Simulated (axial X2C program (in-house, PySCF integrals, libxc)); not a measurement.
## PbSe⁺: relativistic diatomic calculation

PbSe⁺, single determinant with M_S = 1/2 and |Λ| = 1. Computed at this level: HF, spin-free X2C-1e, Pb dyall-cv3z, Se dyall-cv3z (cores contracted) (axial X2C program (in-house, PySCF integrals, libxc)).

## Input file
```
{"zs": [82, 34], "q": 1, "bas": ["dyall-cv3z", "dyall-cv3z"], "levels": ["PBE0", "HF", "B97-3"], "cc": true, "r0": 2.42, "thr": -1.0, "nmax": 90, "npts": 10, "nst": 2, "ntry": 6}
```

The line is the task of a batch: nuclear charges, charge, bases, the levels to run, a first guess of the distance and further settings. This report covers HF without spin-orbit coupling. The log is that of the reference distance 2.581 Å.

The run was one of a batch that the task file lists, launched with:
```bash
python <driver script> task.json out
```

## Log
```
spin-free X2C-1e  HF
basis functions 264  fitting functions 1448  grid points 5802
iter        total energy     max residual
   1     -23308.063288763     6.27e-01
   2     -23308.111347192     1.50e-02
   3     -23308.112969312     2.45e-02
   4     -23308.113371945     3.73e-03
   5     -23308.113427258     1.61e-03
   6     -23308.113447733     1.71e-03
   7     -23308.113452579     3.25e-04
   8     -23308.113455034     5.12e-04
   9     -23308.113456427     4.41e-04
  10     -23308.113457005     1.03e-04
  11     -23308.113457100     2.61e-05
  12     -23308.113457113     2.28e-05
  13     -23308.113457118     7.88e-06
  14     -23308.113457120     8.46e-06
  15     -23308.113457121     5.48e-06
  16     -23308.113457121     9.68e-07
converged
one-electron -33067.39449851  Coulomb 9663.59558402  exact exchange -475.93254497  xc functional 0.00000000  nuclear repulsion 571.61800234
correlated 9  virtual 279  natural virtual 90  E(MP2) -0.176318242  MP2 remainder -0.005074198
iter   CCSD correlation   residual
   1     -0.187370110   1.13e-01
   2     -0.193122095   4.80e-02
   3     -0.194767835   2.25e-02
   4     -0.194898957   1.11e-02
   5     -0.195018123   5.09e-03
   6     -0.195022366   1.95e-03
   7     -0.195033349   8.24e-04
   8     -0.195035725   3.70e-04
   9     -0.195034454   1.59e-04
  10     -0.195035637   5.81e-05
  11     -0.195035654   2.10e-05
  12     -0.195035918   9.41e-06
  13     -0.195035938   4.91e-06
(T) -0.009431282006437206  T1 0.0324  D1 0.0661  max T2 0.087
```

## The points of the curve

```
R (Å)    E (hartree)  dipole (D; origin at the first atom, positive when the second is positive)  highest filled (eV)  lowest empty (eV)
2.426  −23308.108133                                                                        1.26               −14.59              −6.81
2.504  −23308.112464                                                                        0.94               −14.29              −6.67
2.581  −23308.113457                                                                        0.64               −14.01              −6.56
2.671  −23308.111472                                                                        0.31               −13.69              −6.46
2.762  −23308.107051                                                                        0.01               −13.41              −6.40
```

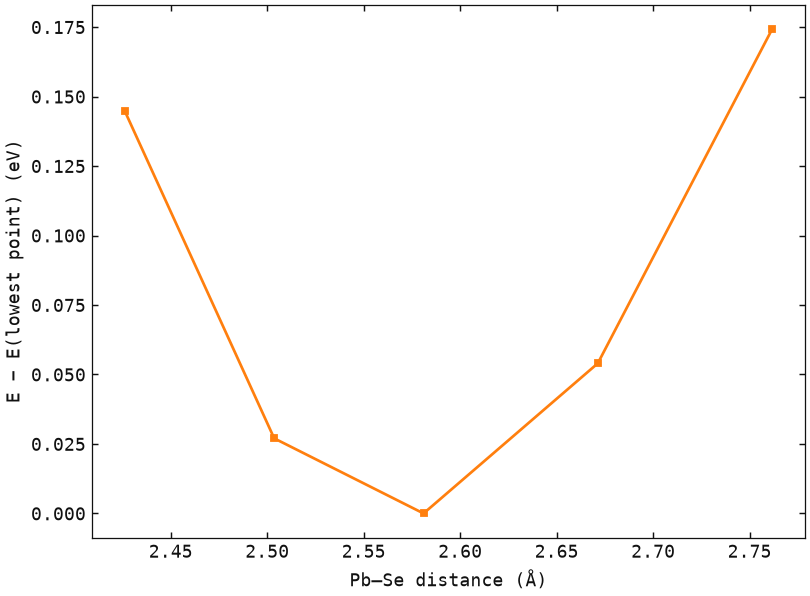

Fig. 1: Energy at 5 bond lengths, for one set of occupations held fixed; the line joins the points. A polynomial of degree 3 through 5 points gives rₑ = 2.569 Å, ωₑ = 236.5 cm⁻¹ and Bₑ = 0.04424 cm⁻¹. The minimum lies 1.23 eV below Pb⁺ + Se, each computed as one determinant at the same level.

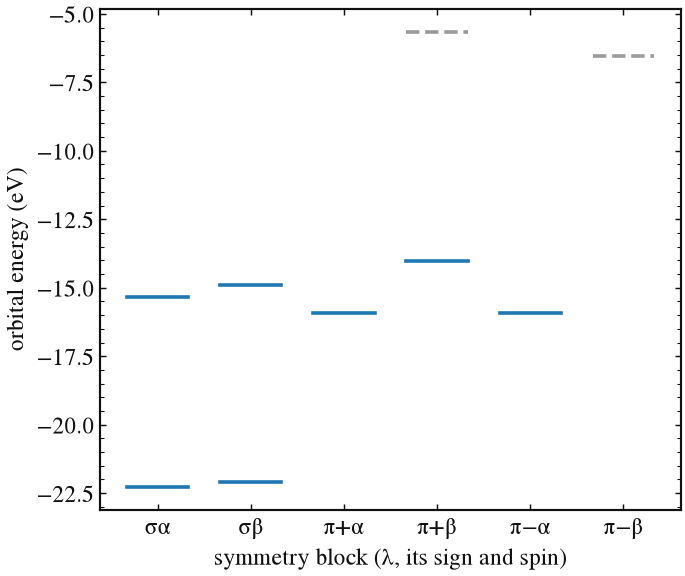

Fig. 2: Orbital energies near the frontier at 2.58 Å, filled (solid) and empty (dashed); a label such as π−α means λ = −1 and α spin. The highest filled orbital (π+β; 79 % Se p, 16 % Pb p) lies at −14.01 eV, the lowest empty one (π−β; 68 % Pb p, 30 % Se p) at −6.56 eV.

## Results in brief

- outcome: converged
- bond length rₑ: 2.569 Å
- ωₑ: 236.5 cm⁻¹
- energy at the minimum: −23308.11348 hartree
- depth below the fragments: 1.23 eV
- largest ⟨S²⟩ along the curve: 0.81
- hardware: 1 thread of INTEL XEON PLATINUM @ 2.30GHz (Emerald Rapids), 24 GiB of memory available, shared host
- wall time: 5.3 s
- peak memory: 0.73 GiB

## Remarks

Hartree–Fock lacks correlation, so it usually binds too weakly. Limits: 5 of the 10 points asked for were kept.
